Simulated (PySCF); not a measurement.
```xyz
16

In   -0.1938   -0.4437   -0.1010
C     1.8516   -0.3570    0.6603
C     2.3276   -1.5944    1.4107
H     1.9269    0.5465    1.2895
H     2.4960   -0.1552   -0.2139
H     3.3713   -1.4946    1.7573
H     1.7133   -1.7994    2.3022
H     2.2819   -2.4991    0.7835
C    -1.1831    1.3262   -0.9132
C    -2.6838    1.1962   -1.1379
H    -0.6626    1.5606   -1.8591
H    -0.9500    2.1688   -0.2399
H    -3.1211    2.1142   -1.5685
H    -2.9272    0.3704   -1.8254
H    -3.2262    0.9941   -0.2001
H    -1.0550   -1.9676   -0.0782
```

Geometry: PBE0-D3(BJ)/def2-SVP; core potentials replace the inner electrons of In.

Theory: CAM-B3LYP/def2-SVPD, SCF density, gas phase, scalar-relativistic core potentials on the heavy atoms in PySCF.

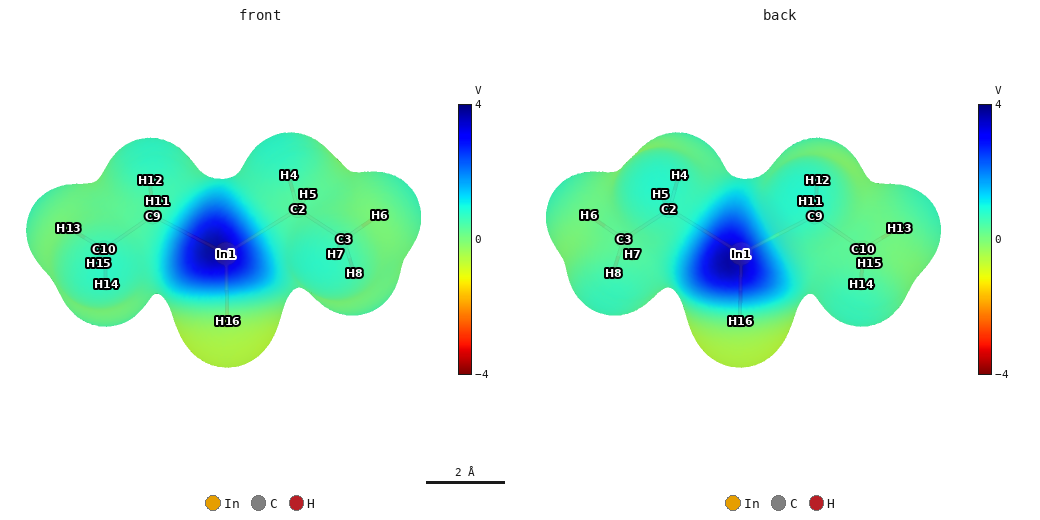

C4H11In (InEt2H). The molecular electrostatic potential painted on the density surface at 0.004 e/bohr³, seen from the front and from behind; the colour scale runs from red (negative) to blue (positive).

**Where is the surface potential most negative and most positive?**

The most negative region (about −0.6 V) lies over H16, the most positive (about +3.7 V) over In1.
